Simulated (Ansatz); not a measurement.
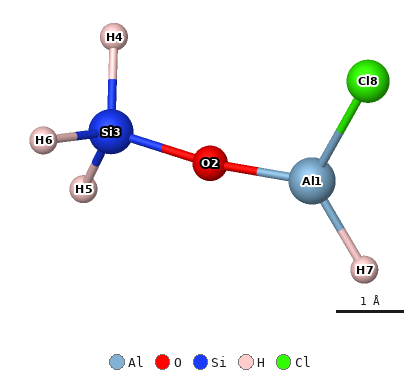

*The starting structure (ball-and-stick view, seen at a tilt; atoms are numbered from 1 in the order of the input). Sticks mark near contacts.*

Bond lengths as drawn: Al–Cl 2.10 Å, Al–H 1.57 Å, Al–O 1.69 Å, H–Si 1.49 Å and O–Si 1.65 Å.

Run report: AlSiH₄ClO, nudged elastic band

AlSiH₄ClO, computed with RKS r2SCAN/def2-SVP (Ansatz 0.2.0).

One setting was made poor on purpose. It belongs to a series of runs on one base structure; here: band between the two ends. Figures and captions count atoms from 1; the log counts them from 0 in places.

## Input file
```yaml
crystal:
  periodic: [false, false, false]
  atoms:
    - { symbol: Al, position_ang: [0.517093, 0.082545, -0.310078] }
    - { symbol: O, position_ang: [0.202839, -0.218997, 1.321168] }
    - { symbol: Si, position_ang: [-0.336521, -0.516277, 2.855711] }
    - { symbol: H, position_ang: [-1.433594, -1.528966, 2.83281] }
    - { symbol: H, position_ang: [0.782995, -1.038455, 3.693525] }
    - { symbol: H, position_ang: [-0.850927, 0.744422, 3.46813] }
    - { symbol: H, position_ang: [1.98643, 0.210946, -0.837691] }
    - { symbol: Cl, position_ang: [-1.104716, 0.284084, -1.629276] }
basis:
  gaussian: { orbitals: def2-SVP }
hamiltonian:
  xc: r2scan
neb:
  order_check: false
  images: 5
  f_tol: 0.03
  max_iterations: 60
  initial_path: linear
  final_atoms:
    - { symbol: Al, position_ang: [0.32675859, 0.2461663, -1.00626674] }
    - { symbol: O, position_ang: [0.81584147, -0.23645056, 0.9465857] }
    - { symbol: Si, position_ang: [-0.19500591, -0.43330195, 2.35455569] }
    - { symbol: H, position_ang: [-1.12806427, -1.56509417, 2.16305437] }
    - { symbol: H, position_ang: [0.81184892, -0.77345171, 3.40389591] }
    - { symbol: H, position_ang: [-0.86336798, 0.84329325, 2.68924283] }
    - { symbol: H, position_ang: [1.76419594, -0.37407118, 1.10261917] }
    - { symbol: Cl, position_ang: [-1.76860776, 0.31221202, -0.25938794] }
```

Machine: 2 threads of Intel Xeon (Granite Rapids), 32 GiB of memory available, shared host.

Run as:
```bash
ansatz run input.yaml --threads 2 --pin off --max-ram 3072MiB --backend cpu --events-out ev --progress --plain --runs-dir out
```

## What the program printed
```
Engine: ansatz 0.2.0, x86_64-unknown-linux-gnu
Functional definition: r2SCAN
  parameter k0 = 0.174
  parameter k1 = 0.065
  parameter a1 = 4.9479
  exchange = r2scan_x(k0 = k0, k1 = k1, a1 = a1)
  correlation = r2scan_c
959 factors; their error is unknown
mean field evaluation 1: about -29094.7696 eV, gradient 5.5e1 eV
mean field evaluation 2: about -29064.1001 eV, gradient 1.3e2 eV
mean field evaluation 4: about -29100.2388 eV, gradient 5.5e0 eV
mean field evaluation 8: about -29100.3181 eV, gradient 4.8e-2 eV
mean field evaluation 16: about -29100.2533 eV, gradient 2.9e-5 eV
mean field -29100.25331249 eV, -1069.4145843740 hartree, gradient 2.9e-5 eV, S^2 0.000000; 0 other end points of the search recorded, 0 dependent functions left out
the calculation of the forces begins
reference -29100.25332414 eV, -1069.4145848022 hartree; 28, 28 occupied and 60, 60 virtual orbitals, 959 factors
959 factors; their error is unknown
mean field evaluation 32: about -29098.3691 eV, gradient 9.0e-6 eV
mean field -29098.36912868 eV, -1069.3453418958 hartree, gradient 8.9e-6 eV, S^2 0.000000; 0 other end points of the search recorded, 0 dependent functions left out
[... from here on the field's lines of each further geometry are left out, up to the last ...]
NEB iter   1: max|band force component| = 6.420e0 eV/Å  barrier→ = 3.7297 eV  barrier← = 1.8455 eV  Δτ_max = 0.1969 Å  (184 SCF iters)
NEB iter   2: max|band force component| = 1.896e0 eV/Å  barrier→ = 3.0814 eV  barrier← = 1.1972 eV  Δτ_max = 0.1625 Å  (148 SCF iters)
NEB iter   3: max|band force component| = 2.552e0 eV/Å  barrier→ = 2.8146 eV  barrier← = 0.9304 eV  Δτ_max = 0.0806 Å  (148 SCF iters)
NEB iter   4: max|band force component| = 1.217e0 eV/Å  barrier→ = 2.6556 eV  barrier← = 0.7714 eV  Δτ_max = 0.1022 Å  (148 SCF iters)
NEB iter   5: max|band force component| = 1.164e0 eV/Å  barrier→ = 2.7258 eV  barrier← = 0.8416 eV  Δτ_max = 0.1354 Å  (145 SCF iters)
NEB iter   6: max|band force component| = 1.204e0 eV/Å  barrier→ = 2.9028 eV  barrier← = 1.0186 eV  CI = image 3  Δτ_max = 0.1600 Å  (147 SCF iters)
NEB iter   7: max|band force component| = 1.265e0 eV/Å  barrier→ = 3.0361 eV  barrier← = 1.1519 eV  CI = image 3  Δτ_max = 0.0795 Å  (149 SCF iters)
NEB iter   8: max|band force component| = 4.811e-1 eV/Å  barrier→ = 3.0206 eV  barrier← = 1.1364 eV  CI = image 3  Δτ_max = 0.1583 Å  (148 SCF iters)
NEB iter   9: max|band force component| = 3.589e-1 eV/Å  barrier→ = 3.0011 eV  barrier← = 1.1169 eV  CI = image 3  Δτ_max = 0.1569 Å  (145 SCF iters)
NEB iter  10: max|band force component| = 4.048e-1 eV/Å  barrier→ = 2.9977 eV  barrier← = 1.1135 eV  CI = image 3  Δτ_max = 0.0383 Å  (146 SCF iters)
NEB iter  11: max|band force component| = 2.707e-1 eV/Å  barrier→ = 2.9966 eV  barrier← = 1.1124 eV  CI = image 3  Δτ_max = 0.0162 Å  (137 SCF iters)
NEB iter  12: max|band force component| = 1.683e-1 eV/Å  barrier→ = 2.9960 eV  barrier← = 1.1118 eV  CI = image 3  Δτ_max = 0.0071 Å  (141 SCF iters)
the calculation of the forces begins
reference -29098.25504621 eV, -1069.3411494424 hartree; 28, 28 occupied and 60, 60 virtual orbitals, 959 factors
959 factors; their error is unknown
mean field evaluation 608: about -29097.0517 eV, gradient 9.5e0 eV
mean field -29097.25734607 eV, -1069.3044846386 hartree, gradient 7.2e-6 eV, S^2 0.000000; 1 other end points of the search recorded, 0 dependent functions left out
the calculation of the forces begins
reference -29097.25735754 eV, -1069.3044850600 hartree; 28, 28 occupied and 60, 60 virtual orbitals, 959 factors
NEB iter  13: max|band force component| = 2.918e-2 eV/Å  barrier→ = 2.9960 eV  barrier← = 1.1118 eV  CI = image 3  Δτ_max = 0.0000 Å  (259 SCF iters)
```

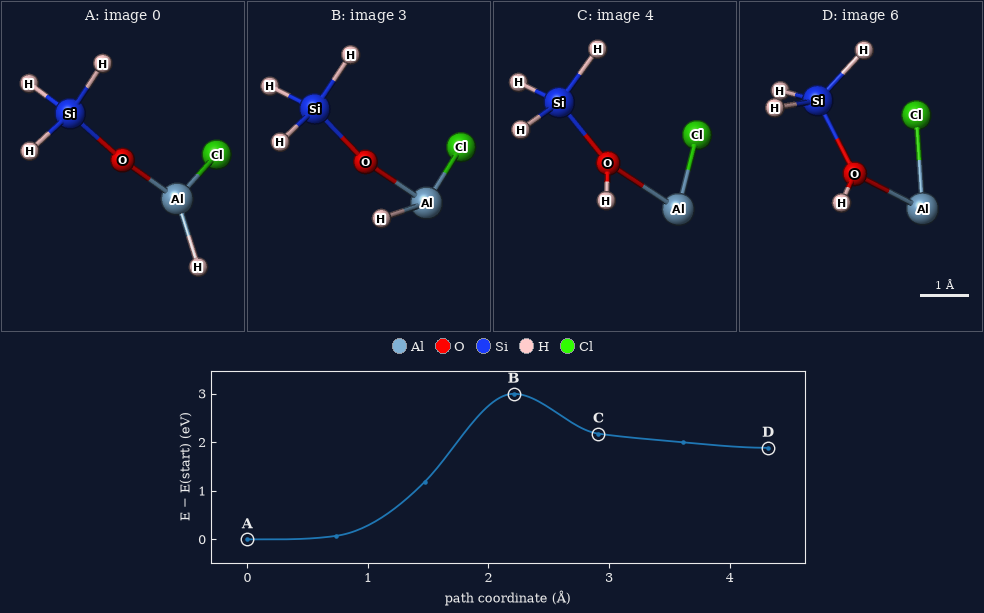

*Images of the last band (counted from 0; ball-and-stick, seen at a tilt) above the energy along the path; the line is a cubic interpolation that uses the forces.*

The highest image is number 3, 2.996 eV above the start and 1.112 eV above the end (the climbing image); the end lies 1.884 eV above the start. The path is 4.32 Å long. The band converged in 13 iterations.

```
Total energy: -29097.25735754 eV, -1069.3044850600 hartree
Atom 0 at     0.239870     0.222042    -0.751333 Å, force     0.000442    -0.000571    -0.005712 eV/Å
Atom 1 at     0.289395    -0.225141     1.042814 Å, force     0.002682     0.006458     0.012398 eV/Å
Atom 2 at    -0.054016    -0.529756     2.683679 Å, force     0.002379     0.000112    -0.004495 eV/Å
Atom 3 at    -1.040844    -1.639726     2.789766 Å, force    -0.000714    -0.001058    -0.001779 eV/Å
Atom 4 at     1.227297    -0.919219     3.332733 Å, force    -0.001821    -0.001121    -0.000599 eV/Å
Atom 5 at    -0.595108     0.700398     3.325452 Å, force     0.000731     0.000059     0.001914 eV/Å
Atom 6 at     1.443772    -0.122808     0.424061 Å, force    -0.004563    -0.001749    -0.001700 eV/Å
Atom 7 at    -1.746767     0.533511    -1.452872 Å, force     0.000863    -0.002130    -0.000027 eV/Å
Dipole moment:     0.165559    -0.106914     0.420421 e Å
this run last wrote the band of iteration 13 to [file]
```

## The last band as extended XYZ (Å, eV, eV/Å)
```
8
Properties=species:S:1:pos:R:3:forces:R:3 image=0 energy=-29100.25331
Al    0.5171    0.0825   -0.3101    0.0022   0.0001   0.0005
O     0.2028   -0.2190    1.3212   -0.0021  -0.0003   0.0023
Si   -0.3365   -0.5163    2.8557   -0.0014   0.0003  -0.0003
H    -1.4336   -1.5290    2.8328    0.0009   0.0004   0.0006
H     0.7830   -1.0385    3.6935    0.0003   0.0000  -0.0015
H    -0.8509    0.7444    3.4681    0.0005  -0.0005  -0.0003
H     1.9864    0.2109   -0.8377    0.0000   0.0001  -0.0008
Cl   -1.1047    0.2841   -1.6293   -0.0003  -0.0001  -0.0006
8
Properties=species:S:1:pos:R:3:forces:R:3 image=1 energy=-29100.18127
Al    0.3711    0.0964   -0.3442    0.0110  -0.0127   0.0984
O    -0.1259   -0.2510    1.2213   -0.1190  -0.0051   0.0572
Si   -0.2805   -0.5372    2.8318   -0.0552  -0.0183   0.0845
H    -1.2318   -1.6681    3.0167   -0.0364  -0.0225   0.1371
H     1.0384   -0.8962    3.4390   -0.0235  -0.0023   0.0099
H    -0.7966    0.6989    3.4869   -0.0353  -0.0282   0.1126
H     1.9229    0.0665   -0.5106    0.0835   0.0866  -0.4225
Cl   -1.1339    0.5101   -1.7466    0.1750   0.0026  -0.0774
8
Properties=species:S:1:pos:R:3:forces:R:3 image=2 energy=-29099.06609
Al    0.2747    0.1461   -0.4802   -0.1714  -0.2050   0.9317
O     0.0171   -0.2376    1.1397   -1.0118  -0.0113   0.2914
Si   -0.1534   -0.5300    2.7315   -0.1976  -0.0482   0.1958
H    -1.1193   -1.6535    2.8562   -0.0857  -0.1059   0.3270
H     1.1443   -0.9057    3.3784   -0.0406   0.0072  -0.0167
H    -0.6745    0.7130    3.3665   -0.0537  -0.0243   0.2536
H     1.7583   -0.0344   -0.0143    1.0001   0.3699  -1.7557
Cl   -1.4836    0.5214   -1.5836    0.5607   0.0177  -0.2271
8
Properties=species:S:1:pos:R:3:forces:R:3 image=3 energy=-29097.25735
Al    0.2399    0.2220   -0.7513    0.0004  -0.0006  -0.0057
O     0.2894   -0.2251    1.0428    0.0027   0.0065   0.0124
Si   -0.0540   -0.5298    2.6837    0.0024   0.0001  -0.0045
H    -1.0408   -1.6397    2.7898   -0.0007  -0.0011  -0.0018
H     1.2273   -0.9192    3.3327   -0.0018  -0.0011  -0.0006
H    -0.5951    0.7004    3.3255    0.0007   0.0001   0.0019
H     1.4438   -0.1228    0.4241   -0.0046  -0.0017  -0.0017
Cl   -1.7468    0.5335   -1.4529    0.0009  -0.0021   0.0000
8
Properties=species:S:1:pos:R:3:forces:R:3 image=4 energy=-29098.07812
Al    0.1904    0.3131   -1.0856   -0.0005   0.0459  -0.2068
O     0.4505   -0.2063    0.9746    0.1092  -0.0005  -0.0076
Si   -0.0094   -0.5226    2.6175    0.0124   0.0162  -0.0647
H    -1.0046   -1.6226    2.6509   -0.0040   0.0215  -0.0944
H     1.2493   -0.9291    3.3017   -0.0199   0.0007   0.0096
H    -0.5595    0.7108    3.2346   -0.0078   0.0186  -0.0688
H     1.4145   -0.2256    0.8185   -0.0045  -0.0680   0.2593
Cl   -1.9678    0.5015   -1.1179   -0.0849  -0.0344   0.1733
8
Properties=species:S:1:pos:R:3:forces:R:3 image=5 energy=-29098.25503
Al    0.1158    0.3332   -1.0848   -0.0112  -0.0002  -0.0024
O     0.6129   -0.1997    0.9103    0.0565  -0.0032  -0.0080
Si   -0.0378   -0.4993    2.4906   -0.0145   0.0126  -0.0471
H    -1.0408   -1.5872    2.4243   -0.0177   0.0162  -0.0760
H     1.1486   -0.9275    3.2867   -0.0426   0.0065   0.0056
H    -0.6068    0.7502    3.0509   -0.0251   0.0198  -0.0656
H     1.5801   -0.2783    0.8782    0.0574  -0.0157   0.0241
Cl   -2.0084    0.4279   -0.5619   -0.0027  -0.0361   0.1694
8
Properties=species:S:1:pos:R:3:forces:R:3 image=6 energy=-29098.36913
Al    0.0713    0.3523   -1.0064    0.0013   0.0000  -0.0011
O     0.7603   -0.2201    0.8600   -0.0018  -0.0051   0.0212
Si   -0.0970   -0.4738    2.3579    0.0056   0.0051  -0.0170
H    -1.0572   -1.5903    2.2176    0.0036  -0.0026  -0.0011
H     1.0121   -0.8665    3.2777   -0.0059   0.0009   0.0010
H    -0.7123    0.7905    2.8177    0.0047   0.0002   0.0008
H     1.7183   -0.3702    0.9076   -0.0043   0.0014  -0.0050
Cl   -1.9319    0.3973   -0.0378   -0.0033   0.0000   0.0011
```

## Summary

```tsv
quantity	value
outcome	converged
barrier, forward	2.996 eV
barrier, backward	1.112 eV
wall time	97 s (CPU time 3.1 min)
peak memory	0.17 GiB
```

## Remarks

A deliberately poor setting: straight start. The order of the saddle point was not checked.
